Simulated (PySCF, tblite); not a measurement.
**C6H8N2OSi: geometry, infrared bands and NMR shifts**

Aim: predict the infrared bands and NMR shifts of C6H8N2OSi (`C=C[C@@H](CC#N)O[SiH2]C#N`).

Programs: tblite 0.8.0 and PySCF 2.14.0, with density-fitted response routines of our own. Each step states its level of theory. These are calculated values for one molecule in the gas phase, unless marked as measured. Atoms are numbered from 0 throughout.

**1. Starting geometry**

18 atoms, charge 0, multiplicity 1; geometry from: force field or distance geometry start.

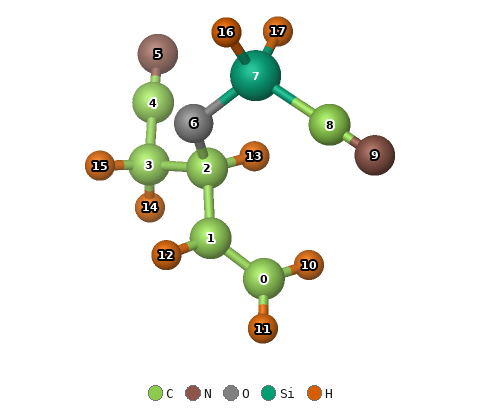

The starting geometry (carbon green, nitrogen brown, oxygen grey, silicon teal, hydrogen orange), atoms numbered.

**2. Geometry optimisation with GFN2-xTB**

Job settings and geometry (Å):

```
{"job": {"kind": "relax", "xc": "GFN2-xTB", "basis": "xTB"}, "charge": 0, "multiplicity": 1}
C     -1.117100    -1.921900    -1.029300
C     -1.154300    -1.031700    -0.030700
C     -0.418100     0.284900    -0.024700
C     -1.441200     1.442300     0.111300
C     -0.799300     2.721700    -0.162500
N     -0.287700     3.733500    -0.415100
O      0.441200     0.294800     1.105400
Si     2.088900     0.051100     0.898100
C      2.531600    -1.595200     0.080200
N      2.786100    -2.597700    -0.438400
H     -0.572800    -1.743200    -1.946400
H     -1.660300    -2.867400    -0.948600
H     -1.716500    -1.283700     0.888300
H      0.131800     0.415300    -0.972500
H     -2.282500     1.305500    -0.571200
H     -1.851400     1.459900     1.149900
H      2.732900     0.169900     2.228000
H      2.579800     1.168200     0.066500
```

The run is started by

```
$ OMP_NUM_THREADS=1 python probes_run.py task.json out
```

One launch serves the whole session: the jobs run in the order shown.

**Question.** This job is followed by: GFN2-xTB harmonic vibrations, gas phase; GIAO PBE0/pcSseg-1 NMR shielding, non-relativistic, gas phase. What will the session give for the following? strongest single infrared mode (GFN2-xTB); zero-point energy (GFN2-xTB); 13C shifts against TMS (PBE0/pcSseg-1); 1H shifts against TMS (PBE0/pcSseg-1); 15N shifts against NH3 (PBE0/pcSseg-1); 17O shifts against H2O (PBE0/pcSseg-1); 29Si shifts against TMS (PBE0/pcSseg-1).

As calculated:

| quantity | value |
| --- | --- |
| strongest single infrared mode (GFN2-xTB) | 2368 cm⁻¹, 225 km/mol |
| zero-point energy (GFN2-xTB) | 78.1 kcal/mol |
| 13C shifts against TMS (PBE0/pcSseg-1) | 144.7, 128.9, 124.7, 122.9, 80.6, 27.7 ppm |
| 1H shifts against TMS (PBE0/pcSseg-1) | 6.08, 5.86, 5.75, 5.15, 4.87, 4.22, 2.58, 2.24 ppm |
| 15N shifts against NH3 (PBE0/pcSseg-1) | 363.2, 301.5 ppm |
| 17O shifts against H2O (PBE0/pcSseg-1) | 52.4 ppm |
| 29Si shifts against TMS (PBE0/pcSseg-1) | -57.7 ppm |

**Reading.** Relaxing lowered the energy by 0.283 eV in 60 steps; the close pair that moved most is O6–Si7, from 1.678 to 1.616 Å. The lowest mode is slightly imaginary (13i cm⁻¹), a soft motion within the noise of the Hessian, so the minimum is not strictly shown. The strongest single mode, at 2368 cm⁻¹, moves mainly H16. GFN2-xTB is a fitted tight-binding method: band positions and strengths are rough. Its intensities can rank the bands wrongly. The most deshielded carbon is C1 (alkene CH), at 144.7 ppm: an sp2 carbon of a C=C bond. The most deshielded hydrogen is H12 (hydrogen on an alkene CH), at 6.08 ppm: attached to an sp2 carbon and in the plane of the double bond. At PBE0/pcSseg-1: The widest tensor belongs to N9: span 588 ppm, with a paramagnetic part of -434 ppm.
